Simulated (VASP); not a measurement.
Band structure of BaTiO$_{3}$ (tetragonal perovskite). All values below come from SCAN meta-GGA, VASP's PBE PAW potentials (set 64) (plane waves; VASP).

Unless said otherwise, spin-orbit coupling is left out, though it shifts the bands of the heavy elements here.

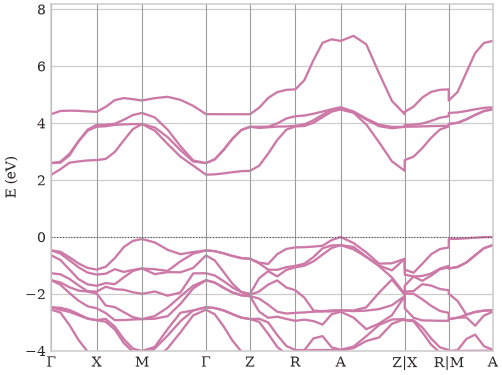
Fig. 1. Bands along high-symmetry lines, zero at the valence-band maximum or, without a gap, the Fermi level

Task: Read the plot: is there a gap, and where are the band edges?

Result: The gap is indirect, 2.19 eV, from the valence maximum at A to the conduction minimum at Γ.

The compound is BaTiO3 in the tetragonal perovskite structure. It was relaxed first.
